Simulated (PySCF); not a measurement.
# CHF (SMILES [CH]F): CCSDTQ/STO-3G

We compute a single-point energy of CHF. The job is set up through a Python script.

The calculation is run with PySCF 2.14.0.

22 further runs of the same task are left out: 10 that didn't finish, 12 set aside as unsound or not needed.

**1. The system as given**

CHF: 3 atoms, total charge 0, spin state singlet. SMILES: `[CH]F`. The coordinates come from a GFN2-xTB relaxation.

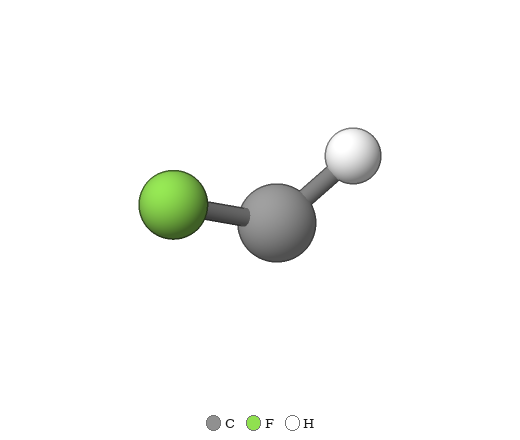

Viewed from a chosen angle; carbon grey, fluorine green, hydrogen white.

**2. The energy at CCSDTQ/STO-3G**

The input, calc.py:

```python
from pyscf import gto, scf, cc

mol = gto.Mole()
mol.atom = '''
C   -0.128130  -0.359190  -0.106370
F    0.969610  -0.011280   0.530170
H   -0.841470   0.370470  -0.423800
'''
mol.verbose = 3
mol.max_memory = 1860
mol.charge = 0
mol.spin = 0
mol.basis = 'sto-3g'
mol.build()

myscf = scf.RHF(mol)
myscf.conv_tol = 1e-10
myscf.kernel()
if not myscf.converged:
    myscf = myscf.newton().run(myscf.mo_coeff, myscf.mo_occ)

mycc = cc.CCSDTQ(myscf, frozen=2)
mycc.kernel()
e_tot = mycc.e_tot
print(f'total energy: {e_tot:.8f} hartree')
```

Launch:

```sh
$ OMP_NUM_THREADS=1 python calc.py
```

Output:

```text
converged SCF energy = -135.858590763097
_make_eris_incore_RCCSDTQ

WARN: A large `blksize` is being used, which may cause large memory consumption
      for storing contraction intermediates. If memory is sufficient, consider using
      `pyscf.cc.rccsdtq_highm.RCCSDTQ` instead.

RCCSDTQ converged
E(RCCSDTQ) = -135.949853094398   E_corr = -0.09126233130086081
E_corr(same-spin) = -0.0132250747700259
E_corr(oppo-spin) = -0.0780372565308349
total energy: -135.94985309 hartree
```

It took 3.3 s on 1 thread of Arm Neoverse V1, shared host; peak memory 0.1 GiB.

**3. Summary of results**

Level: CCSDTQ/STO-3G, 2 core orbitals frozen.

| quantity | value |
| --- | --- |
| total energy | -135.94985 Eh |
| dipole moment (Hartree–Fock density) | 1.51 D |
| HOMO energy (Hartree–Fock orbitals) | -7.40 eV |
| LUMO energy (Hartree–Fock orbitals) | 6.64 eV |
| HOMO–LUMO gap (Hartree–Fock orbitals) | 14.04 eV |
| correlation energy (2 core orbitals frozen) | -91.3 mEh |
| T1 diagnostic | 0.024 |
